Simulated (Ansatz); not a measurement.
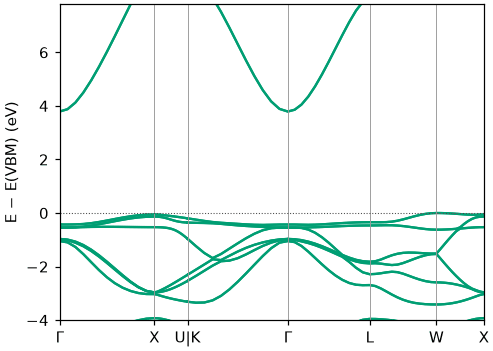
Band structure from r²SCAN with spin–orbit coupling (plane waves, PAW; program Ansatz)

### Question
Read off the gap and where the band edges lie.

### Answer
About 3.8 eV (3.79 eV by a search for the band edges); maximum at W, minimum at Γ.

The material is CdF₂ (fluorite, Fm-3m).

Symmetry was held in the r²SCAN relaxation; phonons on a q-mesh show no instability.

Potentials: the later of the program's two PAW sets.
